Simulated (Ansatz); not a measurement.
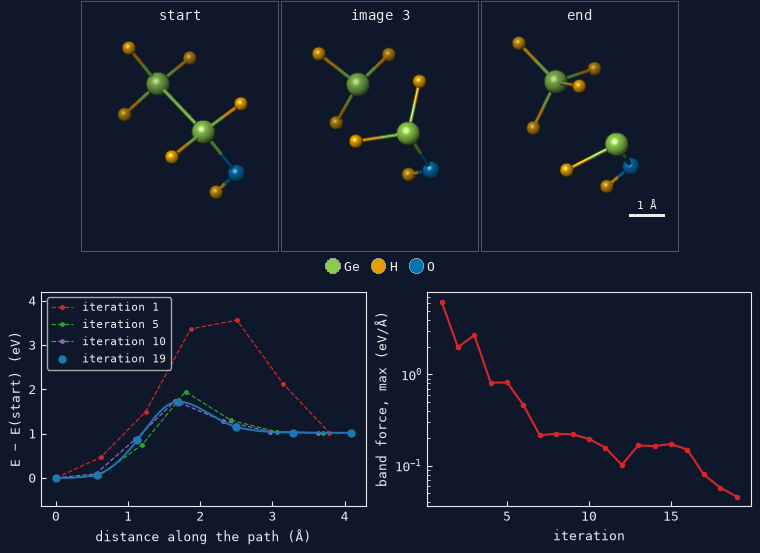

A search for the minimum-energy path of Ge₂H₆O by the nudged elastic band. Images are numbered from 0 (start) to 6 (end). The plot follows the band through its iterations. Style: ball-and-stick. Shown from a free direction.

The calculation used Ansatz 0.2.0, RKS PBE-D4/def2-SVP. Settings: 5 movable images; climbing image; force threshold 0.05 eV/Å; iteration limit 60; starting path through a guess of the saddle point.

Question: Judge this run.

Answer: The result is final at these settings. The band converged in 19 iterations. The largest component of the band force went from 6.3 to 0.046 eV/Å. The climbing image converged on the top of the path. Its vibrational analysis gives one imaginary mode (680i cm⁻¹), as a transition state must have. The first iteration put the highest image at 3.56 eV. Forward barrier 1.72 eV, backward barrier 0.70 eV, with image 3 at the top; the reaction energy is +1.02 eV.

Cost: 77 s on 4 threads of AMD EPYC 7B13 (Zen 3), with other jobs on the host, peak memory 0.19 GiB.
